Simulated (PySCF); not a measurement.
# C5F8, SMILES `FC1=C(F)C(F)(F)C(F)(F)C1(F)F`: electronic structure

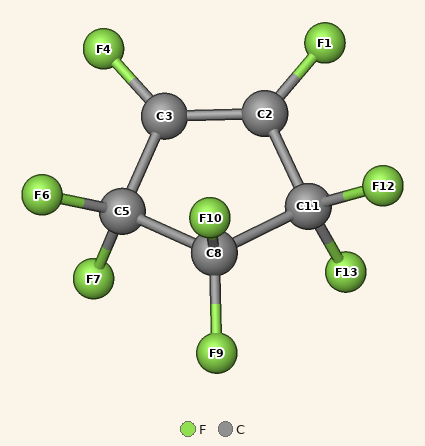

The molecule, with its atoms numbered as below. No frequency check shows the geometry to be a minimum.

Cartesian coordinates (Å):

```
F1       1.4684    2.2691    0.1275
C2       0.6654    1.2293    0.0368
C3      -0.6683    1.2279    0.0370
F4      -1.4735    2.2659    0.1279
C5      -1.2358   -0.1704   -0.1118
F6      -2.2644   -0.4192    0.7098
F7      -1.6755   -0.3991   -1.3672
C8       0.0013   -1.0753    0.2020
F9       0.0022   -2.2186   -0.4852
F10      0.0030   -1.3841    1.5113
C11      1.2359   -0.1677   -0.1122
F12      2.2652   -0.4143    0.7092
F13      1.6757   -0.3955   -1.3677
```

## 1. Bonding charge

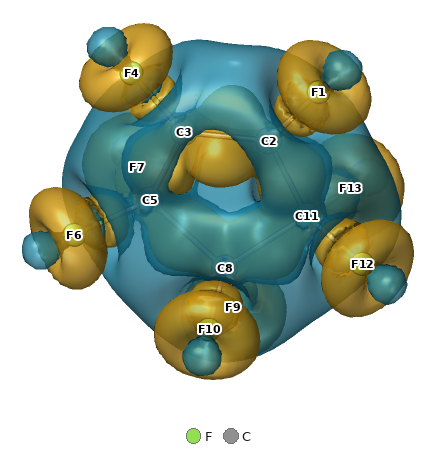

Deformation density (molecule less spherical, spin-averaged free atoms at the same positions), surfaces at ±0.04 e/Å³; yellow: gain, teal: loss.

Method: HF/6-311G**; geometry: GFN2-xTB; program: PySCF.

> How much density has each bond gained at its critical point, relative to the free atoms?

C2–C3: +0.87 e/Å³ at the bond critical point (bond length 1.33 Å, Mayer order 1.7). C8–C11 and C5–C8: +0.75 e/Å³ at the bond critical point (bond length 1.56 Å, Mayer order 1.0). C3–C5 and C2–C11: +0.74 e/Å³ at the bond critical point (bond length 1.52 Å, Mayer order 1.0). C8–F9: +0.07 e/Å³ at the bond critical point (bond length 1.33 Å, Mayer order 0.9); up to 0.6 Å beside the axis the gain reaches +0.36 e/Å³. C5–F6 and C11–F12: +0.06 e/Å³ at the bond critical point (bond length 1.34 Å, Mayer order 0.9); up to 0.6 Å beside the axis the gain reaches +0.35 e/Å³. C8–F10: +0.05 e/Å³ at the bond critical point (bond length 1.34 Å, Mayer order 0.9); up to 0.6 Å beside the axis the gain reaches +0.34 e/Å³. C5–F7 and C11–F13: +0.05 e/Å³ at the bond critical point (bond length 1.35 Å, Mayer order 0.9); up to 0.6 Å beside the axis the gain reaches +0.34 e/Å³. C3–F4 and F1–C2: +0.04 e/Å³ at the bond critical point (bond length 1.32 Å, Mayer order 1.0); up to 0.6 Å beside the axis the gain reaches +0.33 e/Å³. In all, 3.7 electrons gather in the regions of gain relative to the promolecule. A small or negative value marks a very polar bond, one between electron-rich atoms, whose free-atom densities already overlap strongly, a long bond to a heavier atom, or a closed-shell contact such as a hydrogen bond.

## 2. Electrostatic potential

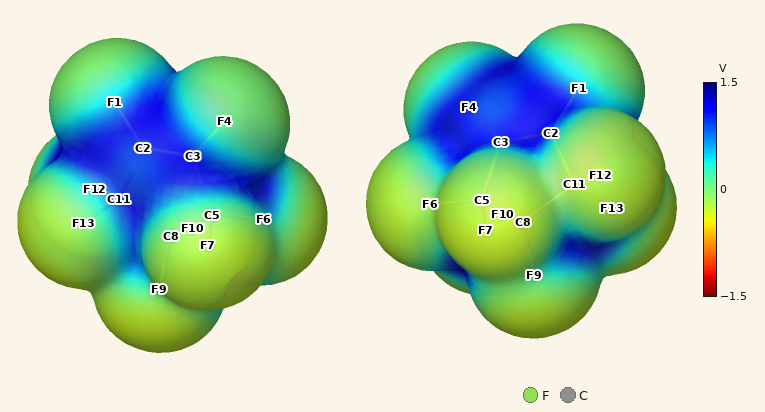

Electrostatic potential on the surface of electron density 0.001 a.u. (back view left, front view right).

> Where are the extremes of the potential on the surface?

Highest: 1.49 V, off the C11–F13 bond (1.8 Å from its atoms), and at like points elsewhere. Further maxima include 1.31 V, over C3, off the plane of its three bonds (2.0 Å); 1.29 V, off the C8–F9 bond (1.8 Å from its atoms). Lowest: −0.34 V, 1.6 Å from F7, and at like points elsewhere. Further minima include −0.30 V, 1.6 Å from F12. The surface is sampled at points, so like sites can differ by a few per cent and only the strongest of them is named.

## 3. In an electric field

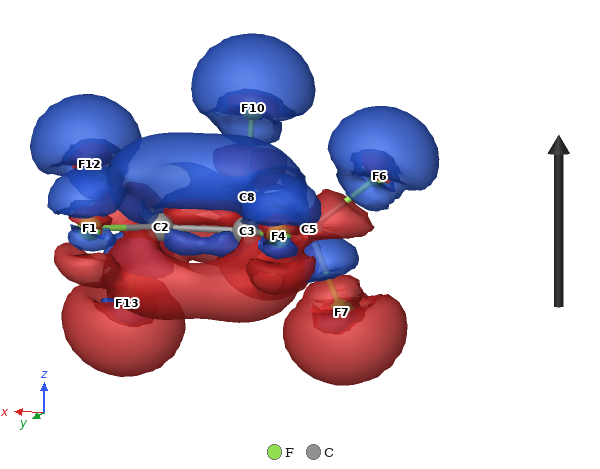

Change of the electron density in a uniform field of 0.21 V/Å along +z (arrow), surfaces at ±0.001 e/Å³ (red: gain, blue: loss).

Computed with PySCF, PBE/def2-SVP, geometry: GFN2-xTB. A basis without diffuse functions makes polarisabilities too small.

> How large is the response?

The induced dipole is 0.42 D (along the field); α along this axis, from the fields in both directions, is 41 bohr³ (6.1 Å³).

> Which atoms gain and lose the most charge?

Electrons gather most on F7 and F13 alike (Hirshfeld charge changes by −0.008 e) and leave F10 most (+0.008 e); 0.048 electrons are displaced in all.

## 4. Localised orbitals

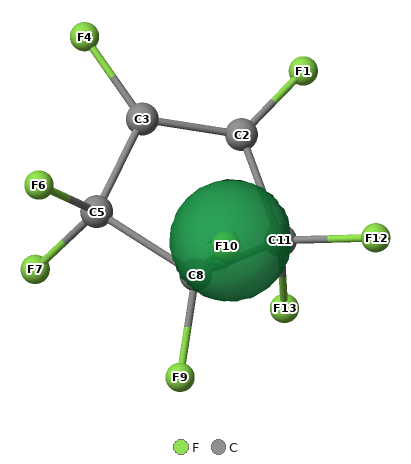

Pipek–Mezey orbitals, occupied; each surface holds about 85 % of the orbital's density. Energies are diagonal elements of the Fock matrix.

PySCF calculation, BLYP/6-31+G*, gas phase; geometry: GFN2-xTB.

> What does this orbital represent?

Lone pair on F10 (s-type) (F10 100 %; −23.4 eV).

> How do all the valence pairs divide up?

38 pairs: 24 lone pairs, 13 σ bonds and 1 two-centre π bond.
